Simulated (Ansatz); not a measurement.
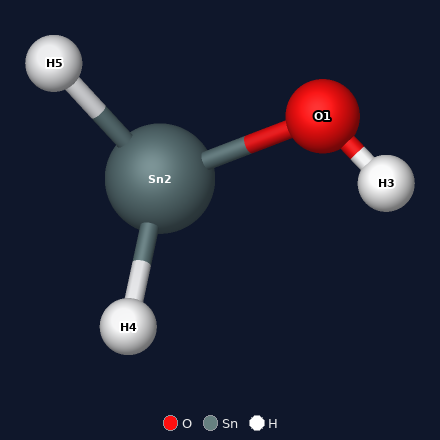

The system is H₃OSn, SMILES [OH][SnH2], spin multiplicity 2; the picture shows the reference structure. 
- Coordinates scanned: (1) angle H3–O1–Sn2; (2) angle H5–Sn2–H4.
- Nothing is relaxed (all other coordinates rigid).
- Grid: 15 × 15 points.
- All energies are given in kJ/mol relative to the lowest grid point.
- These are results of Ansatz, UKS PBE-D4/def2-TZVP, not measurements.

Its coordinates:

```yaml
atoms:
  - { symbol: O, position_ang: [0.7334, -0.7385, 0.8698] }
  - { symbol: Sn, position_ang: [0.1150, 0.3086, -0.7296] }
  - { symbol: H, position_ang: [0.3459, -1.6308, 0.8774] }
  - { symbol: H, position_ang: [-1.6193, 0.0524, -0.8445] }
  - { symbol: H, position_ang: [0.4749, 1.9346, -0.2144] }
```

Range: angle H3–O1–Sn2 from 66.2 to 156.2°; angle H5–Sn2–H4 from 86.0 to 136.0°.

Question: What will the energy surface look like?

Answer: The lowest grid point is at angle H3–O1–Sn2 = 111.2°, angle H5–Sn2–H4 = 111.0°. It is the only kind of minimum in the scanned range. The highest grid point, angle H3–O1–Sn2 = 66.2°, angle H5–Sn2–H4 = 136.0°, lies 129 kJ/mol above the lowest. Round the minimum the two coordinates are weakly coupled (coupling −0.06 in units of the two stiffnesses).

| angle H5–Sn2–H4 ↓, angle H3–O1–Sn2 → | 66.2 | 72.6 | 79.1 | 85.5 | 91.9 | 98.3 | 104.8 | 111.2 | 117.6 | 124.1 | 130.5 | 136.9 | 143.3 | 149.8 | 156.2 |
| --- | --- | --- | --- | --- | --- | --- | --- | --- | --- | --- | --- | --- | --- | --- | --- |
| 136.0 | 129 | 96 | 71 | 52 | 39 | 29 | 24 | 22 | 22 | 25 | 30 | 36 | 43 | 50 | 57 |
| 132.5 | 123 | 90 | 65 | 46 | 33 | 24 | 18 | 16 | 17 | 20 | 25 | 31 | 38 | 45 | 52 |
| 128.9 | 117 | 84 | 59 | 41 | 27 | 18 | 13 | 11 | 12 | 15 | 20 | 26 | 33 | 40 | 47 |
| 125.3 | 112 | 80 | 54 | 36 | 23 | 14 | 9 | 7 | 8 | 11 | 16 | 22 | 29 | 37 | 44 |
| 121.8 | 108 | 76 | 51 | 33 | 20 | 11 | 6 | 4 | 5 | 8 | 13 | 19 | 26 | 34 | 41 |
| 118.2 | 105 | 73 | 48 | 30 | 17 | 8 | 3 | 2 | 3 | 6 | 11 | 17 | 24 | 32 | 38 |
| 114.6 | 102 | 70 | 46 | 28 | 15 | 7 | 2 | 0 | 2 | 5 | 10 | 16 | 23 | 30 | 37 |
| 111.0 | 101 | 69 | 45 | 27 | 14 | 6 | 1 | 0 | 1 | 5 | 10 | 16 | 23 | 30 | 37 |
| 107.5 | 101 | 69 | 45 | 27 | 14 | 6 | 2 | 0 | 2 | 5 | 10 | 17 | 24 | 31 | 38 |
| 103.9 | 101 | 70 | 46 | 28 | 16 | 8 | 3 | 2 | 3 | 7 | 12 | 18 | 25 | 32 | 39 |
| 100.3 | 103 | 72 | 47 | 30 | 18 | 10 | 6 | 5 | 6 | 10 | 15 | 21 | 28 | 35 | 42 |
| 96.8 | 106 | 74 | 50 | 33 | 21 | 13 | 9 | 8 | 10 | 13 | 18 | 25 | 32 | 39 | 46 |
| 93.2 | 110 | 79 | 55 | 38 | 26 | 18 | 14 | 13 | 14 | 18 | 23 | 30 | 37 | 44 | 51 |
| 89.6 | 115 | 84 | 60 | 43 | 31 | 24 | 20 | 19 | 21 | 24 | 30 | 36 | 43 | 50 | 57 |
| 86.0 | 121 | 90 | 67 | 50 | 38 | 31 | 27 | 26 | 28 | 32 | 37 | 44 | 51 | 58 | 65 |

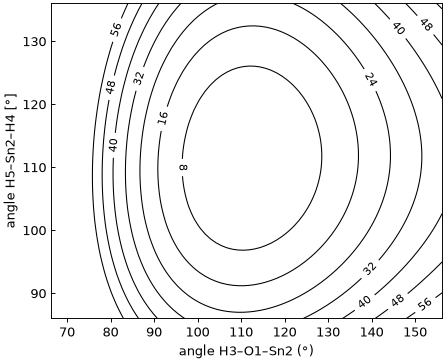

The picture shows contour lines labelled in kJ/mol (none above 56). Between grid points the surface is interpolated.

Time for the 225 points that were run: 9.5 min on 1 thread of Arm Neoverse V2, on a shared host.
